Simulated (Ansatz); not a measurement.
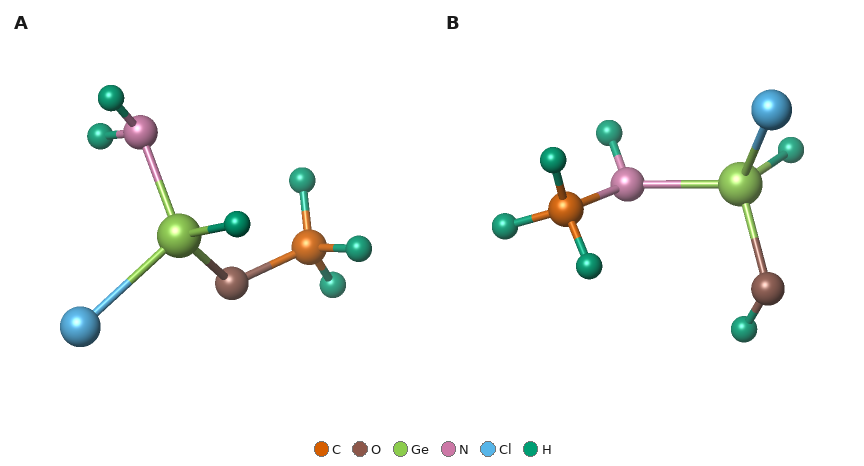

2 stationary structures of one formula. Geometries: PBE-D4/def2-SVP. Electronic energies: PBE-D4/def2-SVP (Ansatz 0.2.0), without zero-point energy. No frequency run is at hand to confirm each as a minimum. Each is one conformer, not always the lowest.

> Are they conformers, stereoisomers or constitutional isomers?

They are constitutional isomers of CH6ClGeNO: A `C[O][Ge@@H]([NH2])[Cl]`, B `C[NH][Ge@H]([OH])[Cl]`.

> Rank them by energy, lowest first.

B is lowest; A lies 4.0 kcal/mol above it.
